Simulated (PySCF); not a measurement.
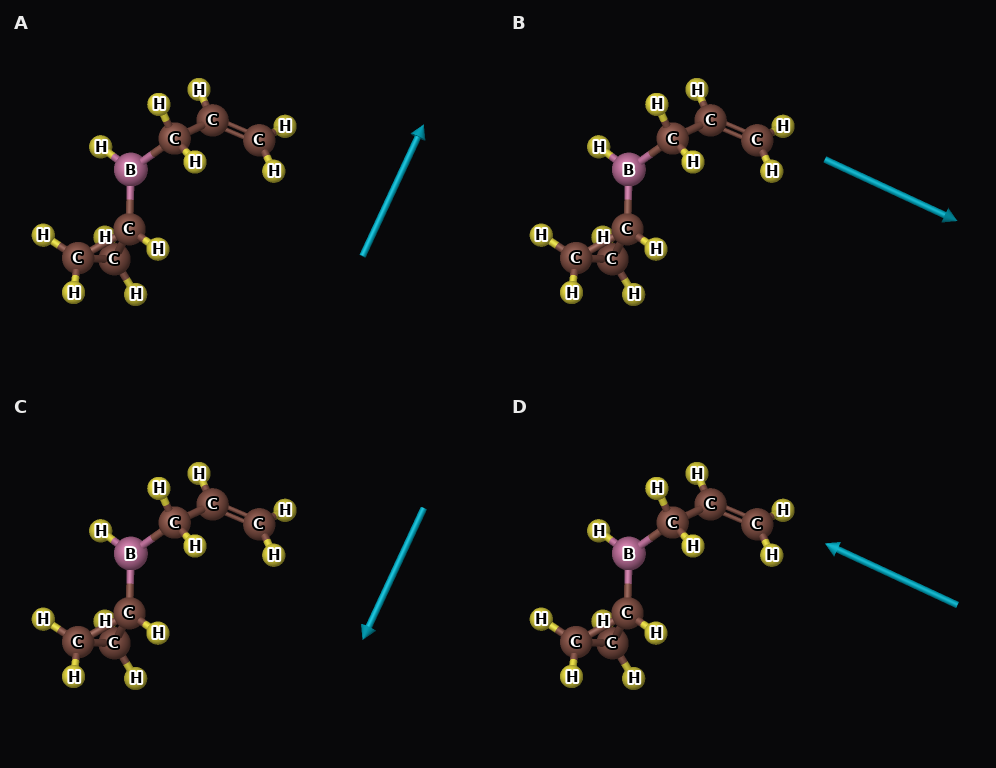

The same molecule four times, each with an arrow. Computed geometry: GFN2-xTB optimisation. No frequency run is at hand to confirm it as a minimum. Method: PBE0/pcSseg-1, gas phase (PySCF 2.14.0).

> Which arrow points along the dipole moment, from the negative to the positive end?

C. The dipole moment is 0.78 D.

The geometry is semi-empirical. Around B such bond lengths and angles can be off by a tenth of an ångström or more and by several degrees, and values that hang on the shape move with them.
